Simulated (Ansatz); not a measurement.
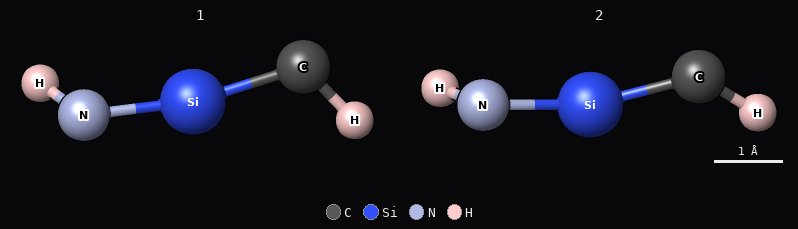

Two geometries of CH2NSi (charge −1), drawn at one scale. One is the start of a relaxation, the other its converged end. Style: ball-and-stick. Shown at a tilt.

Computed with Ansatz, RKS PBE0-D4/def2-TZVPD. Set-up: force threshold 0.005 eV/Å; at most 200 steps.

**Which one is relaxed?**

Structure 2 is the relaxed one. The C atom moves most after the best rigid fit: 0.19 Å. By element the largest moves are C 0.19 Å, N 0.16 Å, H 0.14 Å, Si 0.09 Å. Among the contacts that change: C–Si 1.715 → 1.661 Å, C–H 1.115 → 1.087 Å, N–Si 1.648 → 1.635 Å, H–N 1.025 → 1.014 Å. Bond angles that change, for instance: Si–C–H 116.4° → 129.4°, C–Si–N 167.6° → 157.2°, Si–N–H 117.6° → 115.3°. The energy falls by 11.0 kJ/mol in 7 accepted moves (9 points after the start). Largest force component: 0.67 eV/Å at the start, 0.004 eV/Å at the end. The line search rejected the trial steps at points 1, 7 of the run.
